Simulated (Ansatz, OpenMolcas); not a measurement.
## A ladder of methods for AlCl2F (SMILES [F][Al]([Cl])[Cl])

AlCl2F: 4 atoms, total charge 0, spin state singlet. As SMILES, `[F][Al]([Cl])[Cl]`. The shape is that of a PBE0-D4/def2-TZVP optimisation.

Quantity: the vertical energy of the triplet above the singlet, in eV. The values are calculated.

```json
{"level": "HF/def2-SVPD", "kind": "Hartree–Fock", "program": "Ansatz", "value (eV)": "7.21", "CPU time (all runs)": "50 s"}
{"level": "BLYP/def2-SVPD", "kind": "GGA", "program": "OpenMolcas", "value (eV)": "5.97", "CPU time (all runs)": "95 s"}
{"level": "TPSS/def2-SVPD", "kind": "meta-GGA", "program": "OpenMolcas", "value (eV)": "6.22", "CPU time (all runs)": "2.3 min"}
{"level": "BHLYP/def2-SVPD", "kind": "global hybrid", "program": "Ansatz", "value (eV)": "7.10", "CPU time (all runs)": "33 s"}
{"level": "wB97M-V/def2-SVPD", "kind": "range-separated hybrid", "program": "Ansatz", "value (eV)": "7.17", "CPU time (all runs)": "4.1 min"}
{"level": "B2PLYP/def2-SVPD", "kind": "double hybrid", "program": "Ansatz", "value (eV)": "6.90", "CPU time (all runs)": "44 s"}
{"level": "MP2/def2-SVPD", "kind": "perturbation theory", "program": "Ansatz", "value (eV)": "7.68", "CPU time (all runs)": "55 s"}
{"level": "CCSD(T)/def2-SVPD", "kind": "coupled cluster or CI", "program": "Ansatz", "value (eV)": "7.28", "CPU time (all runs)": "2.5 min"}
{"level": "CCSD/def2-SVPD", "kind": "coupled cluster or CI", "program": "Ansatz", "value (eV)": "7.36", "CPU time (all runs)": "2.3 min"}
{"level": "FCI/STO-3G", "kind": "exact in the basis", "program": "Ansatz", "value (eV)": "8.35", "CPU time (all runs)": "44 s"}
```

The values span 5.97 to 8.35 eV. The coupled-cluster rows rest on a doubtful reference here (large T1 or Brueckner and Hartree–Fock orbitals at odds), and rows may lie in different states. A triplet this far above the singlet is often a Rydberg-like or dissociative state; sets without diffuse functions put Rydberg states too high. High-level rows in very small sets aren't better than simpler rows in larger ones. Times are those of the runs behind each value, whatever else they computed, on shared processors of several kinds: orders of magnitude only.

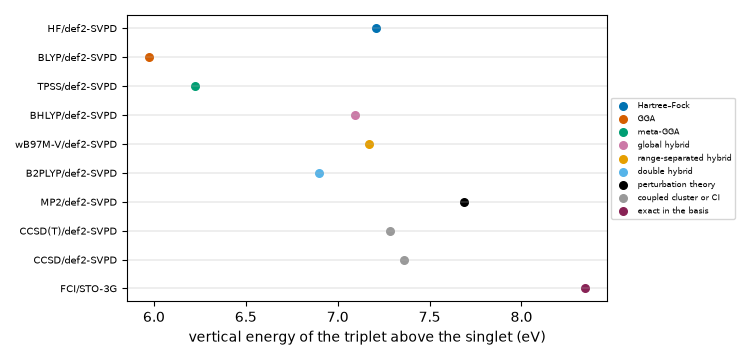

The values of the table, level by level.
